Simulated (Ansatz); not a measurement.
**Ga$_{4}$H$_{14}$P$_{4}$ (Ga4P4 wurtzite atom sphere): density, localisation and related maps**

```yaml
atoms:
  - { symbol: Ga, position_ang: [-2.0302, -1.1654, -1.3703] }
  - { symbol: P, position_ang: [-1.8330, -1.0597, 1.1025] }
  - { symbol: Ga, position_ang: [2.0213, -1.1769, -1.3747] }
  - { symbol: P, position_ang: [-0.0017, -0.0045, -1.8926] }
  - { symbol: P, position_ang: [1.8390, -1.0567, 1.0986] }
  - { symbol: Ga, position_ang: [0.0033, 0.0053, 2.1983] }
  - { symbol: Ga, position_ang: [0.0033, 2.3350, -1.3810] }
  - { symbol: P, position_ang: [-0.0006, 2.1231, 1.0930] }
  - { symbol: H, position_ang: [-1.9147, -2.7090, -1.6807] }
  - { symbol: H, position_ang: [-3.3009, -0.2788, -1.6728] }
  - { symbol: H, position_ang: [-1.9161, -2.3563, 1.6996] }
  - { symbol: H, position_ang: [-3.0003, -0.4961, 1.7061] }
  - { symbol: H, position_ang: [1.8913, -2.7215, -1.6743] }
  - { symbol: H, position_ang: [3.2973, -0.3028, -1.6908] }
  - { symbol: H, position_ang: [-0.0033, -0.0080, -3.3256] }
  - { symbol: H, position_ang: [1.9317, -2.3495, 1.7022] }
  - { symbol: H, position_ang: [3.0069, -0.4842, 1.6925] }
  - { symbol: H, position_ang: [0.0048, 0.0085, 3.7707] }
  - { symbol: H, position_ang: [-1.3936, 3.0014, -1.6922] }
  - { symbol: H, position_ang: [1.4041, 2.9950, -1.6884] }
  - { symbol: H, position_ang: [-1.0807, 2.8469, 1.6879] }
  - { symbol: H, position_ang: [1.0723, 2.8542, 1.6920] }
```

Geometry: PBE-D4/def2-SVP.

Computed with RKS PBE0-D4/def2-TZVP in Ansatz 0.2.0.

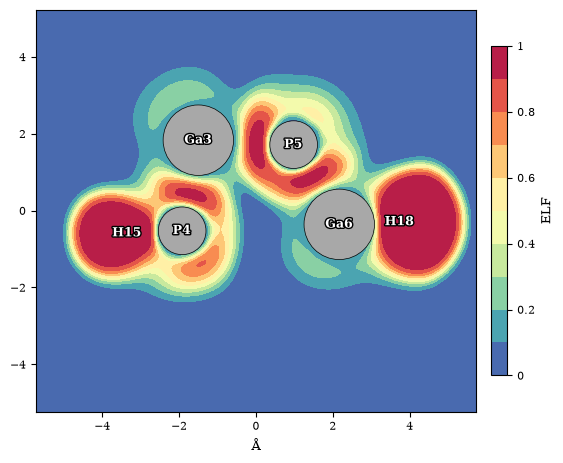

Figure 1. Electron localisation function on the plane of atoms Ga3, P5 and Ga6. Grey discs cover the atomic cores.

Question: What do the fields say about this system?

Answer:
- The section cuts through Ga, P and H sites.
- Ga–P (2.39 Å): the ELF peaks at about 0.95 between the atoms: a shared electron pair.
- P–H (1.43 Å): the ELF climbs to about 1 towards the hydrogen, as it does in any bond to H.
- Ga–P (2.48 Å): the ELF peaks at about 0.95 between the atoms: a shared electron pair.
- Ga–H (1.57 Å): the ELF climbs to about 1 towards the hydrogen.

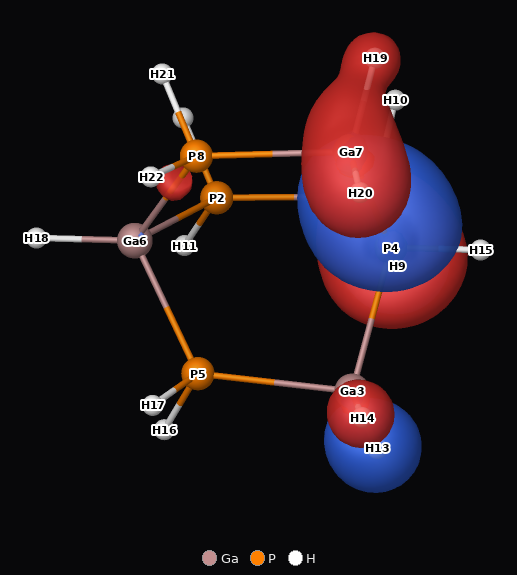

Figure 2. The HOMO at ±0.1 Å⁻³ᐟ² (red and blue are the two phases), seen across its widest extent.

Question: What is the character of this orbital?

Answer: By Hirshfeld shares it lies mainly on P4 (about 35 %), Ga7 (about 15 %), Ga1 (about 10 %) and Ga3 (about 10 %). It is one of a degenerate set, so its orientation is arbitrary. Its energy is −7.28 eV.

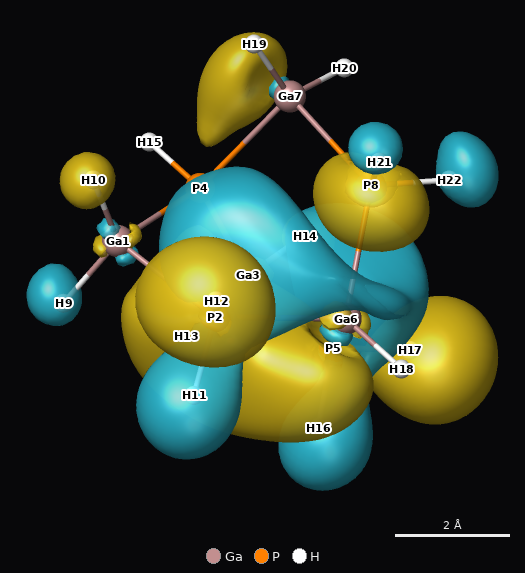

Figure 3. The LUMO at ±0.05 Å⁻³ᐟ² (yellow and cyan are the two phases), seen at an oblique angle.

Question: Where does this orbital lie, and at what energy?

Answer: By Hirshfeld shares it lies mainly on P2 (about 20 %), P5 (about 20 %) and Ga6 (about 10 %). It is one of a degenerate set, so its orientation is arbitrary. Its energy is −1.05 eV.
